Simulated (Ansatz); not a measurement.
**What a change does: single-point calculation on Ga2H6O2**

System: Ga2H6O2.
Method of run A: RKS r2SCAN-D4/def2-TZVPD (Ansatz 0.2.0).

The geometry comes from this level: PBE-D4/def2-SVP. Text and figures count atoms from 1; the logs count them from 0 in places.

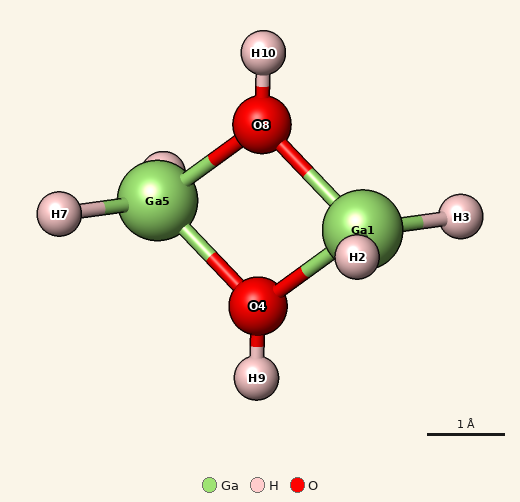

Fig. 1: The input geometry (ball-and-stick view, seen at a tilt; atoms are numbered from 1 in the order of the input). Sticks mark near contacts.

**The input, run A**
```yaml
crystal:
  periodic: [false, false, false]
  atoms:
    - {symbol: Ga, position_ang: [-0.700332, -1.197578, 0.666520]}
    - {symbol: H, position_ang: [0.233604, -2.207890, 1.436647]}
    - {symbol: H, position_ang: [-2.266520, -1.266631, 0.498474]}
    - {symbol: O, position_ang: [-0.139176, 0.653630, 1.027073]}
    - {symbol: Ga, position_ang: [0.698892, 1.198031, -0.667063]}
    - {symbol: H, position_ang: [-0.237266, 2.206938, -1.436272]}
    - {symbol: H, position_ang: [2.265213, 1.269290, -0.500835]}
    - {symbol: O, position_ang: [0.139245, -0.653648, -1.026902]}
    - {symbol: H, position_ang: [-0.246738, 1.169022, 1.840203]}
    - {symbol: H, position_ang: [0.253059, -1.171164, -1.837836]}
basis:
  gaussian: {orbitals: def2-TZVPD, initial_orbitals: start.molden}
hamiltonian: {xc: r2scan, dispersion: d4}
scf: {omitted_lower_state_checks: [starts]}
output: {orbitals: {seedname: orbitals}}
```

Launched with:
```bash
ansatz run in.yaml --threads 2 --pin off --events-out ev --progress --plain --max-ram 4352MiB
```

Hardware: 2 threads of Arm Neoverse V2, 23 GiB of memory available, shared host.

**Output (run A)**
```
Functional definition: r2SCAN
  parameter k0 = 0.174
  parameter k1 = 0.065
  parameter a1 = 4.9479
  exchange = r2scan_x(k0 = k0, k1 = k1, a1 = a1)
  correlation = r2scan_c
these checks for a lower state are left out or cut short: starts
1426 factors; their error is unknown
mean field evaluation 1: about -108949.6243 eV, gradient 1.3e1 eV
mean field evaluation 2: about -108949.7411 eV, gradient 2.0e-1 eV
mean field evaluation 4: about -108949.6956 eV, gradient 4.3e-4 eV
mean field -108949.69557943 eV, -4003.8274637879 hartree, gradient 2.2e-5 eV, S^2 0.000000; 0 other end points of the search recorded, 0 dependent functions left out
reference -108949.69560004 eV, -4003.8274645455 hartree; 42, 42 occupied and 200, 200 virtual orbitals, 1426 factors
Total energy: -108949.74971781 eV, -4003.8294533366 hartree
Checks for a lower state left out: starts
```

The input of run B differs as follows (lines with − go, lines with + come):
```diff
+total_charge: -1
+magnetization: {spin_polarized: true, initial_magnetization: 1}
```

Predict how the results change.

The total energies belong to different systems, so their difference says nothing on which is more stable or more accurate. The HOMO goes from −6.70 to 1.76 eV. The LUMO goes from −1.09 to 2.31 eV. On the same kind of shared host run B took about 4.8 times as long.

**Output (run B)**
```
Functional definition: r2SCAN
  parameter k0 = 0.174
  parameter k1 = 0.065
  parameter a1 = 4.9479
  exchange = r2scan_x(k0 = k0, k1 = k1, a1 = a1)
  correlation = r2scan_c
these checks for a lower state are left out or cut short: starts
1426 factors; their error is unknown
mean field evaluation 1: about -108949.3883 eV, gradient 5.7e0 eV
mean field evaluation 2: about -108949.4392 eV, gradient 8.6e-2 eV
mean field evaluation 4: about -108949.3959 eV, gradient 5.3e-4 eV
mean field evaluation 8: about -108949.3959 eV, gradient 1.0e-5 eV
mean field -108949.39586753 eV, -4003.8164495787 hartree, gradient 1.6e-5 eV, S^2 0.752338; 0 other end points of the search recorded, 0 dependent functions left out
reference -108949.39589417 eV, -4003.8164505579 hartree; 43, 42 occupied and 199, 200 virtual orbitals, 1426 factors
Total energy: -108949.46262135 eV, -4003.8189027363 hartree
Checks for a lower state left out: starts
```

**The two runs side by side**

```tsv
quantity	run A	run B
outcome	converged	converged
total energy (hartree)	−4003.829453	−4003.818903
HOMO (eV)	−6.70	1.76
LUMO (eV)	−1.09	2.31
basis functions	242	242
⟨S²⟩	–	0.752
wall time (shared host)	12 s	55 s
```

For run B: The highest filled orbital lies above zero: either the extra electron isn't bound at this level, or the self-interaction error of the functional lifts the level.
